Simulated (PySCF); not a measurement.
```yaml
atoms:
  - { symbol: Zn, position_ang: [0.0000, 0.0000, -0.7280] }
  - { symbol: Cl, position_ang: [0.0000, 0.0000, 1.3310] }
```

Level of theory: PBE0/def2-TZVPPD, non-relativistic Hamiltonian with scalar-relativistic core potentials where named, at a bond length of 2.059 Å in PySCF 2.14.0.

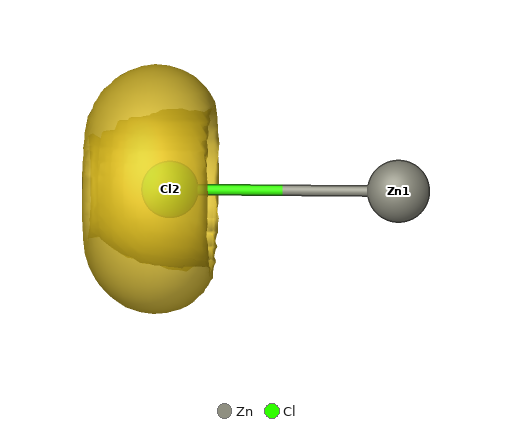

ZnCl (charge +1). Isosurface of the ELF at 0.85 (yellow), seen from one side. Only the valence region is drawn (cores and ρ < 0.01 e/Å³ removed).

**Identify the bonds, lone pairs and shells in this picture.**

The surface consists of one region wrapped around Cl (its valence shell).

Values along the shortest contacts:
Zn–Cl (2.06 Å): the ELF peaks at about 0.75 in the valence shell of Cl, 0.8 Å from its nucleus, and is about 0.45 at the midpoint.
